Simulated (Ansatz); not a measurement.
W3N4, pressure series

Base system: W₃N₄ (space group Pm-3m, No. 221; a = 4.179 Å).

Cell and atoms are relaxed at each pressure.

The values are results of Kohn–Sham DFT with the PBEsol functional, run in Ansatz (an electronic-structure program) with PAW and 420 eV plane waves, scalar-relativistic without spin-orbit coupling, not measurements.

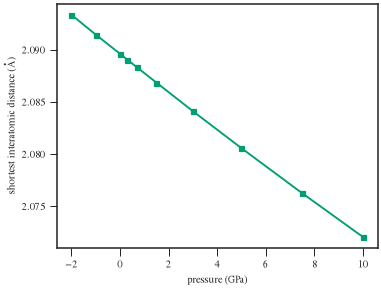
Figure: Shortest interatomic distance against pressure

Task: From the plot, what is the shortest interatomic distance for pressure 3 GPa?

Result: About 2.084 Å.

Task: Is the trend monotonic over the range shown?

Result: Yes, it falls throughout, spanning 2.072 Å to 2.093 Å.

Load acts through the strain it causes; cell and atoms are relaxed under it. No phonon test of stability was made. Competing high-pressure phases were not computed. The final runs are not spin-polarised.
